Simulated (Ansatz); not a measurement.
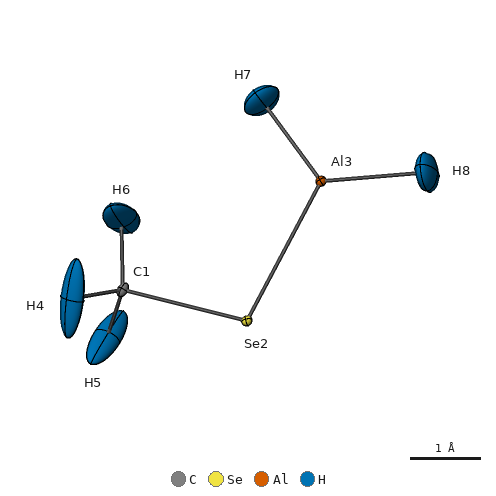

Displacement ellipsoids at the 50 % level, from the internal vibrations of the free molecule (harmonic, no overall translation or rotation; no half-axis is drawn under 0.075 Å). Vibrations computed with RKS PBE0-D4/def2-TZVP (Ansatz 0.2.0). Temperature: 100 K.

Give the displacement parameters, one line for each set of equivalent atoms.

```json
{"atom": "C1", "U_eq (Å²)": "0.0025", "rms amplitudes (Å)": "0.025, 0.042, 0.071"}
{"atom": "Se2", "U_eq (Å²)": "0.00018", "rms amplitudes (Å)": "0.009, 0.010, 0.018"}
{"atom": "Al3", "U_eq (Å²)": "0.00086", "rms amplitudes (Å)": "0.020, 0.028, 0.038"}
{"atom": "H4, H5", "U_eq (Å²)": "0.0556", "rms amplitudes (Å)": "0.082, 0.127, 0.379"}
{"atom": "H6", "U_eq (Å²)": "0.0527", "rms amplitudes (Å)": "0.090, 0.149, 0.357"}
{"atom": "H7", "U_eq (Å²)": "0.0300", "rms amplitudes (Å)": "0.095, 0.182, 0.219"}
{"atom": "H8", "U_eq (Å²)": "0.0315", "rms amplitudes (Å)": "0.097, 0.180, 0.229"}
```
